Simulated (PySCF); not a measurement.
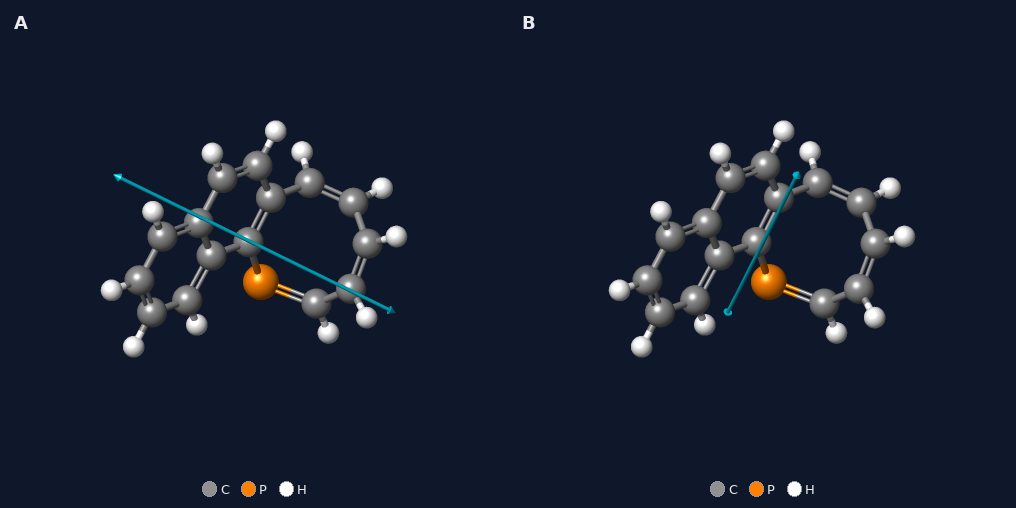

The double arrows show the directions of two transition dipoles from the ground state (lengths mean nothing). Computed geometry: GFN2-xTB optimisation. No frequency run is at hand to confirm it as a minimum. Method: TDDFT ωB97X-D/6-31G*, vertical, gas phase, core orbitals frozen in the response, virtual orbitals cut by energy (PySCF 2.14.0).

**One belongs to singlet state 1 and one to singlet state 4. Which is which?**

A: state 1, 4.01 eV (309 nm), oscillator strength 0.029, mainly HOMO → LUMO (weight 0.78).
B: state 4, 4.77 eV (260 nm), oscillator strength 0.11, of mixed character, with the largest part HOMO → LUMO+1 (weight 0.39).

The geometry is semi-empirical. Around P such bond lengths and angles can be off by a tenth of an ångström or more and by several degrees, and values that hang on the shape move with them.
